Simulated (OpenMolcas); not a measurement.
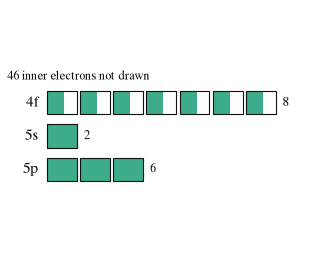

The outer shells of the leading configuration of the lowest level: a box for each of the 2l + 1 orbitals, shaded by the share of the shell that is filled, with the electron count at the right.

# Tb³⁺: multiconfigurational calculation (part 1 of 2)

Tb³⁺. Computed at this level: state-averaged CASSCF, active space 8 electrons in the shell 4f, basis ANO-R2, X2C scalar Hamiltonian, spin-orbit coupling by RASSI with atomic mean-field integrals (OpenMolcas).

Input:
```
&GATEWAY
Coord
1

Tb 0.0 0.0 0.0
Basis=ANO-R2
Group=XYZ
NoMove
AngMom=0.0 0.0 0.0
AMFI
&SEWARD
&RASSCF
FileOrb=start.orb
Symmetry=1
Spin=7
nActEl=8 0 0
Inactive=15 12
Ras2=0 7
CIRoot=7 7 1
SDav=7
CIMx=300
Iter=120 100
PrWF=0.3
OrbListing=Nothing
MaxOrb=0
Atom
>>> COPY $Project.JobIph JOB001
&RASSCF
FileOrb=start.orb
Symmetry=1
Spin=5
nActEl=8 0 0
Inactive=15 12
Ras2=0 7
CIRoot=132 132 1
SDav=140
CIMx=300
Iter=120 100
PrWF=0.3
OrbListing=Nothing
MaxOrb=0
Atom
CIOnly
>>> COPY $Project.JobIph JOB002
&RASSCF
FileOrb=start.orb
Symmetry=1
Spin=3
nActEl=8 0 0
Inactive=15 12
Ras2=0 7
CIRoot=132 132 1
SDav=588
CIMx=300
Iter=120 100
PrWF=0.3
OrbListing=Nothing
MaxOrb=0
Atom
CIOnly
>>> COPY $Project.JobIph JOB003
&RASSCF
FileOrb=start.orb
Symmetry=1
Spin=1
nActEl=8 0 0
Inactive=15 12
Ras2=0 7
CIRoot=132 132 1
SDav=490
CIMx=300
Iter=120 100
PrWF=0.3
OrbListing=Nothing
MaxOrb=0
Atom
CIOnly
>>> COPY $Project.JobIph JOB004
&RASSI
NrOfJobIphs=3 7 77 45
1 2 3 4 5 6 7
1 2 3 4 5 6 7 8 9 10 11 12 13 14 15 16 17 18 19 20 21 22 23 24 25 26 27
28 29 30 31 32 33 34 35 36 37 38 39 40 41 42 43 44 45 46 47 48 49 50 51
52 53 54 55 56 57 58 59 60 61 62 63 64 65 66 67 68 69 70 71 72 73 74 75
76 77
1 2 3 4 5 6 7 8 9 10 11 12 13 14 15 16 17 18 19 20 21 22 23 24 25 26 27
28 29 30 31 32 33 34 35 36 37 38 39 40 41 42 43 44 45
IphNames
JOB001
JOB002
JOB003
EJob
SpinOrbit
DIPRint=1.0
SOCoupling=1000.0
Subsets=2
MEES
Property=10
'ANGMOM' 1 'ANGMOM' 2 'ANGMOM' 3 'MLTPL  1' 1 'MLTPL  1' 2 'MLTPL  1' 3
'AMFI' 1 'AMFI' 2 'AMFI' 3 'MLTPL  2' 6
SOProperty=3
'ANGMOM' 1 'ANGMOM' 2 'ANGMOM' 3
```

The file start.orb holds starting orbitals from an earlier step. A driver script formed the levels outside the program, from RASSI's spin-orbit matrix and the active-space energies, averaged over the components of each term or state.

Hardware: 1 CPU thread, shared host.

Launched with:
```bash
OMP_NUM_THREADS=1 MOLCAS_MEM=2252 MOLCAS_PROJECT=a pymolcas a.inp > a.log  # once for each step of the input, in one work folder
```

The program's output (extracts):
```
--- SEWARD ---
Basis set label: TB.ANO-R...8S6P4D3F1G.

      Electronic valence basis set:
      ------------------
      Associated Effective Charge  65.000000 au
      Associated Actual Charge     65.000000 au
      Nuclear Model: Finite nucleus - Gaussian distribution
        Gaussian exponent, Xi/bohr**(-2):  1.61554E+08

      Shell  nPrim  nBasis  Cartesian Spherical Contaminant
         s      25       8        X
         p      19       6        X
         d      12       4                 X
         f      10       3                 X
         g       5       1                 X
                  Relativistic X2C integrals
                  Atomic mean-field integrals
--- RASSCF ---
Wave function specifications:
      -----------------------------

      Number of closed shell electrons          54
      Number of electrons in active shells       8
      Max number of holes in RAS1 space          0
      Max nr of electrons in RAS3 space          0
      Number of inactive orbitals               27
      Number of active orbitals                  7
      Number of secondary orbitals              42
      Spin quantum number                      3.0
      State symmetry                             1
Orbital specifications:
      -----------------------

      Symmetry species                           1   2
                                                ag  au
      Frozen orbitals                            0   0
      Inactive orbitals                         15  12
      Active orbitals                            0   7
      RAS1 orbitals                              0   0
      RAS2 orbitals                              0   7
      RAS3 orbitals                              0   0
      Secondary orbitals                        22  20
      Deleted orbitals                           0   0
      Number of basis functions                 37  39
      Number of CSFs                             7
      Number of root(s) required                 7
      Iter CI   SX   CI       RASSCF       Energy    max ROT     max BLB   max BLB  Level Ln srch  Step   QN
          iter iter root      energy       change     param      element    value   shift minimum  type update
 Nr of preliminary CI iterations:   1
      Total energies have been shifted. Add               -11000.00 au
        1   1   10    0  -702.88466412    0.00E+00  -7.41E-02   11  21 2  2.61E-01*  0.00   0.00    SX    NO
        2   1   10    0  -702.92522473   -4.06E-02*  7.47E-02   14  28 1  2.36E-01*  0.00   0.00    SX    NO
        3   1   10    0  -702.91736228    7.86E-03* -7.24E-02   10  24 1 -2.40E-01*  0.00   0.00    SX    NO
        4   1   10    0  -702.92628909   -8.93E-03*  7.27E-02   12  26 1  2.33E-01*  0.00   0.00    SX    NO
        5   1   10    0  -702.91763493    8.65E-03* -2.26E-02   10  24 1 -2.40E-01*  0.00   0.49    LS   YES
        6   1    9    0  -702.98539121   -6.78E-02* -2.75E-02   12  26 1 -8.97E-02*  0.00   1.64    SX   YES
        7   1    9    0  -702.99091567   -5.52E-03*  2.08E-02   14  28 1  6.88E-02*  0.00   0.57    SX   YES
        8   1    9    0  -702.99262160   -1.71E-03* -1.83E-02   10  24 1 -5.79E-02*  0.00   0.54    SX   YES
        9   1    9    0  -702.99389270   -1.27E-03*  1.61E-02   11  25 1  5.06E-02*  0.00   0.54    SX   YES
       10   1    9    0  -702.99446838   -5.76E-04*  1.48E-02   12  26 1 -4.58E-02*  0.00   0.52    SX   YES
        ...
       30   1    9    0  -702.99653681    2.52E-06* -6.25E-03   12  26 1 -2.62E-02*  0.00   0.50    SX   YES
       31   1    8    0  -702.99736301   -8.26E-04*  1.81E-03   12  26 1  1.09E-02*  0.00   0.71    QN   YES
       32   1    6    0  -702.99753224   -1.69E-04* -1.70E-05   10  23 2  4.65E-05   0.00   1.00    QN   YES
       33   1    5    0  -702.99753225   -8.52E-09   1.96E-06   15  17 1  9.82E-06   0.00   0.99    QN   YES
      Convergence after 33 iterations
       34   1    5    0  -702.99753225   -2.04E-10   1.96E-06    9  18 1  1.50E-06   0.00   0.99    QN   YES
      Natural orbitals and occupation numbers for root  1
      sym 2:   1.000000   1.000000   1.000000   1.000000   2.000000   1.000000   1.000000
      Natural orbitals and occupation numbers for root  2
      sym 2:   2.000000   1.000000   1.000000   1.000000   1.000000   1.000000   1.000000
      Natural orbitals and occupation numbers for root  3
      sym 2:   1.000000   1.000000   1.000000   1.000000   1.000000   1.000000   2.000000
::    RASSCF root number  1 Total energy: -11702.99753225
::    RASSCF root number  2 Total energy: -11702.99753225
::    RASSCF root number  3 Total energy: -11702.99753225
::    RASSCF root number  4 Total energy: -11702.99753225
::    RASSCF root number  5 Total energy: -11702.99753225
::    RASSCF root number  6 Total energy: -11702.99753225
::    RASSCF root number  7 Total energy: -11702.99753225
--- RASSCF ---
Wave function specifications:
      -----------------------------

      Number of closed shell electrons          54
      Number of electrons in active shells       8
      Max number of holes in RAS1 space          0
      Max nr of electrons in RAS3 space          0
      Number of inactive orbitals               27
      Number of active orbitals                  7
      Number of secondary orbitals              42
      Spin quantum number                      2.0
      State symmetry                             1
Orbital specifications:
      -----------------------

      Symmetry species                           1   2
                                                ag  au
      Frozen orbitals                            0   0
      Inactive orbitals                         15  12
      Active orbitals                            0   7
      RAS1 orbitals                              0   0
      RAS2 orbitals                              0   7
      RAS3 orbitals                              0   0
      Secondary orbitals                        22  20
      Deleted orbitals                           0   0
      Number of basis functions                 37  39
      Number of CSFs                           140
      Number of root(s) required               132
      Iter CI   SX   CI       RASSCF       Energy    max ROT     max BLB   max BLB  Level Ln srch  Step   QN
          iter iter root      energy       change     param      element    value   shift minimum  type update
 Nr of preliminary CI iterations:   1
        1   1    0    0-11702.77389900    0.00E+00   0.00E+00   14  27 2 -1.93E-02*  0.00   0.00    SX    NO
      Natural orbitals and occupation numbers for root  1
      sym 2:   1.222581   1.095272   1.086354   1.222123   1.074919   1.118440   1.180311
      Natural orbitals and occupation numbers for root  2
      sym 2:   1.070908   1.124186   1.219713   1.221338   1.076007   1.180311   1.107537
      Natural orbitals and occupation numbers for root  3
      sym 2:   1.056652   1.150470   1.210051   1.205730   1.139603   1.180311   1.057183
::    RASSCF root number  1 Total energy: -11702.88081504
::    RASSCF root number  2 Total energy: -11702.88081504
::    RASSCF root number  3 Total energy: -11702.88081504
::    RASSCF root number  4 Total energy: -11702.88081504
::    RASSCF root number  5 Total energy: -11702.88081504
::    RASSCF root number  6 Total energy: -11702.86399051
::    RASSCF root number  7 Total energy: -11702.86399051
::    RASSCF root number  8 Total energy: -11702.86399051
::    RASSCF root number  9 Total energy: -11702.86399051
::    RASSCF root number 10 Total energy: -11702.86399051
::    RASSCF root number 11 Total energy: -11702.86399051
::    RASSCF root number 12 Total energy: -11702.86399051
::    RASSCF root number 13 Total energy: -11702.86399051
::    RASSCF root number 14 Total energy: -11702.86399051
::    RASSCF root number 15 Total energy: -11702.86399051
::    RASSCF root number 16 Total energy: -11702.86399051
::    RASSCF root number 17 Total energy: -11702.86399051
::    RASSCF root number 18 Total energy: -11702.86399051
::    RASSCF root number 19 Total energy: -11702.86399051
::    RASSCF root number 20 Total energy: -11702.86399051
::    RASSCF root number 21 Total energy: -11702.86399051
::    RASSCF root number 22 Total energy: -11702.86399051
::    RASSCF root number 23 Total energy: -11702.85787890
::    RASSCF root number 24 Total energy: -11702.85787890
::    RASSCF root number 25 Total energy: -11702.85787890
::    RASSCF root number 26 Total energy: -11702.85787890
::    RASSCF root number 27 Total energy: -11702.85787890
::    RASSCF root number 28 Total energy: -11702.85787890
::    RASSCF root number 29 Total energy: -11702.85787890
::    RASSCF root number 30 Total energy: -11702.85787890
--- RASSCF ---
Wave function specifications:
      -----------------------------

      Number of closed shell electrons          54
      Number of electrons in active shells       8
      Max number of holes in RAS1 space          0
      Max nr of electrons in RAS3 space          0
      Number of inactive orbitals               27
      Number of active orbitals                  7
      Number of secondary orbitals              42
      Spin quantum number                      1.0
      State symmetry                             1
Orbital specifications:
      -----------------------

      Symmetry species                           1   2
                                                ag  au
      Frozen orbitals                            0   0
      Inactive orbitals                         15  12
      Active orbitals                            0   7
      RAS1 orbitals                              0   0
      RAS2 orbitals                              0   7
      RAS3 orbitals                              0   0
      Secondary orbitals                        22  20
      Deleted orbitals                           0   0
      Number of basis functions                 37  39
      Number of CSFs                           588
      Number of root(s) required               132
      Iter CI   SX   CI       RASSCF       Energy    max ROT     max BLB   max BLB  Level Ln srch  Step   QN
          iter iter root      energy       change     param      element    value   shift minimum  type update
 Nr of preliminary CI iterations:   1
        1   1    0    0-11702.76150356    0.00E+00   0.00E+00   14  27 2 -2.10E-02*  0.00   0.00    SX    NO
      Natural orbitals and occupation numbers for root  1
      sym 2:   1.136823   1.146478   1.142857   1.146478   1.142857   1.147684   1.136823
      Natural orbitals and occupation numbers for root  2
      sym 2:   1.146478   1.136823   1.146478   1.142857   1.147684   1.136823   1.142857
      Natural orbitals and occupation numbers for root  3
      sym 2:   1.147684   1.146478   1.136823   1.142857   1.142857   1.136823   1.146478
::    RASSCF root number  1 Total energy: -11702.78223013
::    RASSCF root number  2 Total energy: -11702.78223013
::    RASSCF root number  3 Total energy: -11702.78223013
::    RASSCF root number  4 Total energy: -11702.77642762
::    RASSCF root number  5 Total energy: -11702.77642762
::    RASSCF root number  6 Total energy: -11702.77642762
::    RASSCF root number  7 Total energy: -11702.77642762
::    RASSCF root number  8 Total energy: -11702.77642762
::    RASSCF root number  9 Total energy: -11702.77642762
::    RASSCF root number 10 Total energy: -11702.77642762
::    RASSCF root number 11 Total energy: -11702.77642762
::    RASSCF root number 12 Total energy: -11702.77642762
::    RASSCF root number 13 Total energy: -11702.77642762
::    RASSCF root number 14 Total energy: -11702.77642762
::    RASSCF root number 15 Total energy: -11702.77642762
::    RASSCF root number 16 Total energy: -11702.77642762
::    RASSCF root number 17 Total energy: -11702.77642762
::    RASSCF root number 18 Total energy: -11702.77642762
::    RASSCF root number 19 Total energy: -11702.77642762
::    RASSCF root number 20 Total energy: -11702.77642762
::    RASSCF root number 21 Total energy: -11702.77642762
::    RASSCF root number 22 Total energy: -11702.77642762
::    RASSCF root number 23 Total energy: -11702.77642762
::    RASSCF root number 24 Total energy: -11702.77642762
::    RASSCF root number 25 Total energy: -11702.77642762
::    RASSCF root number 26 Total energy: -11702.77642762
::    RASSCF root number 27 Total energy: -11702.77183609
::    RASSCF root number 28 Total energy: -11702.77183609
::    RASSCF root number 29 Total energy: -11702.77183609
::    RASSCF root number 30 Total energy: -11702.77183609
--- RASSCF ---
Wave function specifications:
      -----------------------------

      Number of closed shell electrons          54
      Number of electrons in active shells       8
      Max number of holes in RAS1 space          0
      Max nr of electrons in RAS3 space          0
      Number of inactive orbitals               27
      Number of active orbitals                  7
      Number of secondary orbitals              42
      Spin quantum number                      0.0
      State symmetry                             1
Orbital specifications:
      -----------------------

      Symmetry species                           1   2
                                                ag  au
      Frozen orbitals                            0   0
      Inactive orbitals                         15  12
      Active orbitals                            0   7
      RAS1 orbitals                              0   0
      RAS2 orbitals                              0   7
      RAS3 orbitals                              0   0
      Secondary orbitals                        22  20
      Deleted orbitals                           0   0
      Number of basis functions                 37  39
      Number of CSFs                           490
      Number of root(s) required               132
      Iter CI   SX   CI       RASSCF       Energy    max ROT     max BLB   max BLB  Level Ln srch  Step   QN
          iter iter root      energy       change     param      element    value   shift minimum  type update
 Nr of preliminary CI iterations:   1
        1   1    0    0-11702.70993507    0.00E+00   0.00E+00   19  32 2 -2.55E-02*  0.00   0.00    SX    NO
      Natural orbitals and occupation numbers for root  1
      sym 2:   1.142857   1.142857   1.142857   1.142857   1.142857   1.142857   1.142857
      Natural orbitals and occupation numbers for root  2
      sym 2:   0.872117   1.342769   1.023986   1.467578   1.005788   1.182578   1.105183
      Natural orbitals and occupation numbers for root  3
      sym 2:   1.199862   1.005192   1.260534   0.961263   1.038733   1.448269   1.086147
::    RASSCF root number  1 Total energy: -11702.73771001
::    RASSCF root number  2 Total energy: -11702.73317619
::    RASSCF root number  3 Total energy: -11702.73317619
::    RASSCF root number  4 Total energy: -11702.73317619
::    RASSCF root number  5 Total energy: -11702.73317619
::    RASSCF root number  6 Total energy: -11702.73317619
::    RASSCF root number  7 Total energy: -11702.73317619
::    RASSCF root number  8 Total energy: -11702.73317619
::    RASSCF root number  9 Total energy: -11702.73317619
::    RASSCF root number 10 Total energy: -11702.73317619
::    RASSCF root number 11 Total energy: -11702.73317619
::    RASSCF root number 12 Total energy: -11702.73317619
::    RASSCF root number 13 Total energy: -11702.73317619
::    RASSCF root number 14 Total energy: -11702.73317619
::    RASSCF root number 15 Total energy: -11702.73317619
::    RASSCF root number 16 Total energy: -11702.73317619
::    RASSCF root number 17 Total energy: -11702.73317619
::    RASSCF root number 18 Total energy: -11702.73317619
::    RASSCF root number 19 Total energy: -11702.73317619
::    RASSCF root number 20 Total energy: -11702.73317619
::    RASSCF root number 21 Total energy: -11702.73317619
::    RASSCF root number 22 Total energy: -11702.73317619
::    RASSCF root number 23 Total energy: -11702.73317619
::    RASSCF root number 24 Total energy: -11702.73317619
::    RASSCF root number 25 Total energy: -11702.73317619
::    RASSCF root number 26 Total energy: -11702.73317619
::    RASSCF root number 27 Total energy: -11702.72675828
::    RASSCF root number 28 Total energy: -11702.72675828
::    RASSCF root number 29 Total energy: -11702.72675828
::    RASSCF root number 30 Total energy: -11702.72675828
```

(Continued in part 2.) Outcome of the run: converged.
